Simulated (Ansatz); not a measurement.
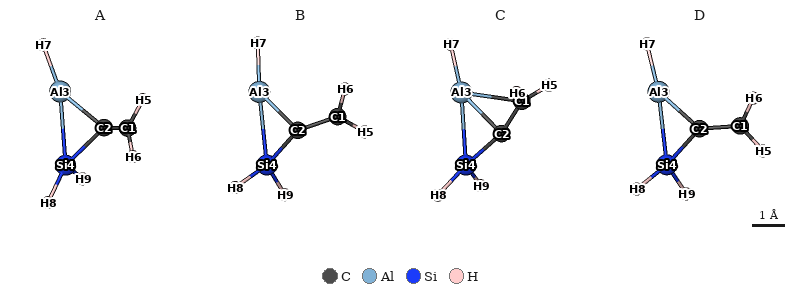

4 geometries from a converged minimum-energy path of C2H5AlSi, shuffled. The picture is a ball-and-stick view, seen at a tilt.

All numbers below come from RKS PBE/def2-SVP (Ansatz 0.2.0). Set-up: 7 movable images; climbing image; force threshold 0.05 eV/Å; iteration limit 60; starting path by image-dependent pair potential.

> Which frame is the top of the path?

C. In order along the path, whose images run from 0 to 8: D (image 1, −0.3 kcal/mol), B (image 2, +0.9 kcal/mol), C (image 4, +11.2 kcal/mol), A (image 7, −0.2 kcal/mol). The motion is an edge inversion through a T-shaped arrangement: the angle C1–C2–Si4 opens from 135° to 165° on the way. No bond forms or breaks between the ends. Among the angles between lasting bonds that change up to the highest image: C1–C2–Al3 150.0° → 87.7°, C1–C2–Si4 134.8° → 164.8°.
